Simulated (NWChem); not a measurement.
# Li2H2 ((LiH)2 ring) at 5 levels

Aim: a comparison of 5 runs (HF/3-21G, HF/pcseg-1, PBE0/def2-SVP, MP2/pcseg-2, CCSD(T)/pcseg-2) of Li2H2 ((LiH)2 ring). 

The calculation is run with NWChem 7.3.0.

### 1 The system as given

Li2H2: 4 atoms, total charge 0, spin state singlet. The shape comes from GFN2-xTB, which is rough for such elements, and wasn't checked as a minimum.

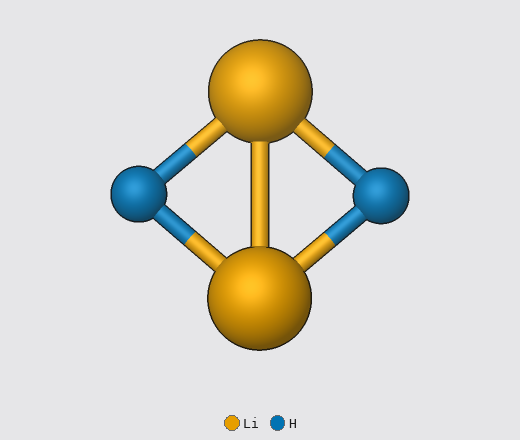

The structure, seen from a chosen angle (lithium amber, hydrogen blue).

### 2 Energy and forces at HF/3-21G (run 1)

File h2li2.nw:

```
start h2li2
title "(LiH)2 ring"
memory stack 880 mb heap 220 mb global 1100 mb
geometry units au noautosym nocenter noautoz
  Li  1.41436552  0.88397609 -1.24158786
  H  -1.34437006  1.99849876 -0.11226863
  Li -1.41476236 -0.88412726  1.24058630
  H   1.34476690 -1.99832869  0.11327018
end
basis spherical bse
  * library 3-21G
end
scf
  singlet
  rhf
  thresh 1e-08
  maxiter 80
  print medium
end
task scf gradient
```

Launch:

```console
$ nwchem h2li2.nw > h2li2.out
```

The log of the run:

```text
[...]
  functions       =    22
[...]
  wavefunction    = RHF
[...]
         Total SCF energy =    -15.927732544755
      One-electron energy =    -33.207847178772
      Two-electron energy =     11.139411501697
 Nuclear repulsion energy =      6.140703132320
        Time for solution =      0.1s
[...]
                         RHF ENERGY GRADIENTS
    atom               coordinates                        gradient
                 x          y          z           x          y          z
   1 Li      1.414366   0.883976  -1.241588   -0.013195  -0.008100   0.011499
   2 H      -1.344370   1.998499  -0.112269    0.008637  -0.012699   0.000673
   3 Li     -1.414762  -0.884127   1.240586    0.013195   0.008116  -0.011528
   4 H       1.344767  -1.998329   0.113270   -0.008636   0.012683  -0.000644
[...]
```

Run time: 0.7 s. Hardware: 1 thread of Intel Xeon Platinum 8488C (Sapphire Rapids), shared host; peak memory 0.097 GiB.

### 3 Energy and forces at HF/pcseg-1 (run 2)

File h2li2.nw:

```
start h2li2
memory total 2200 mb

geometry units angstrom noautosym nocenter noautoz
  Li     0.748450     0.467780    -0.657020
  H     -0.711410     1.057560    -0.059410
  Li    -0.748660    -0.467860     0.656490
  H      0.711620    -1.057470     0.059940
end

basis "ao basis" spherical bse
  Li library pcseg-1
  H library pcseg-1
end

scf
  thresh 1e-08
  maxiter 80
end

task scf gradient
```

Launch:

```console
$ nwchem h2li2.nw > h2li2.out
```

The log of the run:

```text
[...]
  functions       =    28
[...]
  wavefunction    = RHF
[...]
         Total SCF energy =    -16.029325393137
      One-electron energy =    -33.350714037772
      Two-electron energy =     11.180685070946
 Nuclear repulsion energy =      6.140703573690
        Time for solution =      0.2s
[...]
                         RHF ENERGY GRADIENTS
    atom               coordinates                        gradient
                 x          y          z           x          y          z
   1 Li      1.414365   0.883976  -1.241588   -0.007976  -0.004855   0.006925
   2 H      -1.344370   1.998499  -0.112269    0.005772  -0.008454   0.000441
   3 Li     -1.414762  -0.884127   1.240586    0.007973   0.004868  -0.006957
   4 H       1.344767  -1.998329   0.113270   -0.005769   0.008441  -0.000409
[...]
```

It took 0.89 s on 1 thread of Intel Xeon Platinum 8488C (Sapphire Rapids), shared host; peak memory 0.096 GiB.

Runs 3 to 4 aren't shown in full; the table further down has their settings and results.

### 4 A single-point energy at CCSD(T)/pcseg-2 (run 5)

File h2li2.xyz:

```xyz
4
(LiH)2 ring
Li     0.748450     0.467780    -0.657020
H     -0.711410     1.057560    -0.059410
Li    -0.748660    -0.467860     0.656490
H      0.711620    -1.057470     0.059940
```

File h2li2.nw:

```
start h2li2
title "(LiH)2 ring"
memory stack 880 mb heap 220 mb global 1100 mb
geometry noautosym nocenter noautoz
  load h2li2.xyz
end
basis spherical bse
  Li library pcseg-2
  H library pcseg-2
end
scf
  thresh 1e-08
  maxiter 80
end
ccsd
  maxiter 60
end
task ccsd(t) energy
```

Launch:

```console
$ nwchem h2li2.nw > h2li2.out
```

The log of the run:

```text
[...]
  functions       =    58
[...]
  wavefunction    = RHF
[...]
         Total SCF energy =    -16.043575264702
      One-electron energy =    -33.360509992892
      Two-electron energy =     11.176231154501
 Nuclear repulsion energy =      6.140703573690
        Time for solution =      1.7s
[...]
 Total MP2 energy:            -16.123410245330604
[...]
             energy      energy      error      ampl     ampl      Block
                                                time     time      time
[...]
 Total CCSD energy:            -16.142646556207154
[...]
 Total CCSD+T(CCSD) energy:            -16.143139883963773
[...]
 Total CCSD(T) energy:                 -16.143140214806227
[...]
```

Run time: 14 s. Hardware: 1 thread of Intel Xeon Platinum 8488C (Sapphire Rapids), shared host; peak memory 0.11 GiB.

### 5 All runs side by side

```
run            level  iteration cap   module  energy (Eh)  dipole moment (D)  HOMO energy (eV)  LUMO energy (eV)  wall time
  1         HF/3-21G             80      scf   -15.927733               0.00             -8.63              0.76      0.7 s
  2       HF/pcseg-1             80      scf   -16.029325               0.00             -8.67              0.96     0.89 s
  3    PBE0/def2-SVP            100      dft   -16.165416               0.00             -5.77             -0.32      3.9 s
  4      MP2/pcseg-2             80      mp2   -16.123410               0.00             -8.73              0.84      5.4 s
  5  CCSD(T)/pcseg-2             80  ccsd(t)   -16.143140                  –             -8.73              0.84       14 s
```

### 6 Results

```
                                    quantity         value
                         run 5: total energy  -16.14314 Eh
  run 5: HOMO energy (Hartree–Fock orbitals)      -8.73 eV
  run 5: LUMO energy (Hartree–Fock orbitals)       0.84 eV
run 5: HOMO–LUMO gap (Hartree–Fock orbitals)       9.57 eV
                   run 5: correlation energy     -99.6 mEh
                       run 5: (T) correction     -0.49 mEh
```

**Reading.** Over runs 1, 2, 3 the HOMO–LUMO gap runs from 5.45 eV (PBE0/def2-SVP) to 9.63 eV (HF/pcseg-1). The two ends differ in method and basis. All runs together took 25 s, the longest 14 s.
